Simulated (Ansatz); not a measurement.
**Two runs on Al2**

System: Al2, multiplicity 3, SMILES [Al][Al].
Method of run 1: UKS PBE0-D4/def2-QZVPP (Ansatz 0.2.0).

Text and figures count atoms from 1; the logs count them from 0 in places.

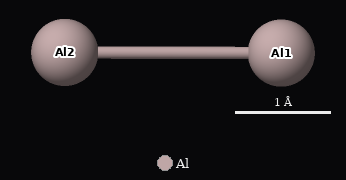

**Figure 1.** The structure as given in the input (ball-and-stick view, seen on its broad side; atoms are numbered from 1 in the order of the input). Sticks mark near contacts.

## The input, run 1
```yaml
crystal:
  periodic: [false, false, false]
  atoms:
    - { symbol: Al, position_ang: [0.0, 0.0, 0.0] }
    - { symbol: Al, position_ang: [0.0, 0.0, 2.28] }
magnetization:
  spin_polarized: true
  initial_magnetization: 2
basis:
  gaussian: { orbitals: def2-QZVPP.json }
hamiltonian:
  xc: pbe0
  dispersion: d4
```

Launched with:
```bash
ansatz run input.yaml --threads 2 --pin off --max-ram 5120MiB --backend cpu --events-out ev --progress --plain --runs-dir out
```

Hardware: 2 threads of Oxide Virtual Turin-like (Zen 5), 32 GiB of memory available, shared host.

## Output (run 1)
```
Engine: ansatz 0.2.0, x86_64-unknown-linux-gnu
Functional definition: PBE0
  parameter a = 0.25
  parameter kappa = 0.804
  parameter beta = 0.06672455060314922
  exchange = (1 - a)*pbe_x(kappa = kappa, mu = beta*pi^2/3) + a*exact_x
  correlation = pbe_c(beta = beta)
802 factors; their error is unknown
mean field evaluation 1: about -13185.0833 eV, gradient 8.1e0 eV
mean field evaluation 2: about -13185.2579 eV, gradient 7.4e0 eV
mean field evaluation 4: about -13185.5780 eV, gradient 1.5e-1 eV
mean field evaluation 8: about -13185.5890 eV, gradient 4.8e-3 eV
mean field evaluation 16: about -13185.5890 eV, gradient 2.0e-5 eV
mean field -13185.58898837 eV, -484.5614578093 hartree, gradient 1.8e-5 eV, S^2 2.010791; 2 other end points of the search recorded, 0 dependent functions left out
reference -13185.58901727 eV, -484.5614588715 hartree; 14, 12 occupied and 126, 128 virtual orbitals, 802 factors
Total energy: -13185.64476918 eV, -484.5635077162 hartree
```

For run 2 the input was changed thus:
```diff
-  xc: pbe0
+  xc: pbe
```

What does this change do to the results?

The total energies belong to different methods, so their difference says nothing on which is more stable or more accurate. The functional changes from PBE0 to PBE.

## Output (run 2)
```
Engine: ansatz 0.2.0, x86_64-unknown-linux-gnu
Functional definition: PBE
  parameter kappa = 0.804
  parameter beta = 0.06672455060314922
  exchange = pbe_x(kappa = kappa, mu = beta*pi^2/3)
  correlation = pbe_c(beta = beta)
692 factors; their error is unknown
mean field evaluation 1: about -13183.5490 eV, gradient 1.1e1 eV
mean field evaluation 2: about -13182.7308 eV, gradient 1.6e1 eV
mean field evaluation 4: about -13184.6279 eV, gradient 1.8e-1 eV
mean field evaluation 8: about -13184.6202 eV, gradient 2.4e-3 eV
mean field evaluation 16: about -13184.6202 eV, gradient 7.8e-6 eV
mean field evaluation 32: about -13184.5281 eV, gradient 8.5e-1 eV
mean field -13184.62021514 eV, -484.5258560500 hartree, gradient 5.2e-6 eV, S^2 2.008985; 5 other end points of the search recorded, 0 dependent functions left out
reference -13184.62025334 eV, -484.5258574536 hartree; 14, 12 occupied and 126, 128 virtual orbitals, 692 factors
Total energy: -13184.68639564 eV, -484.5282881383 hartree
```

## The two runs side by side

```csv
quantity,run 1,run 2
outcome,converged,converged
total energy (hartree),−484.563508,−484.528288
⟨S²⟩,2.011,2.009
basis functions,140,140
wall time (shared host),1.9 s,3 s
```
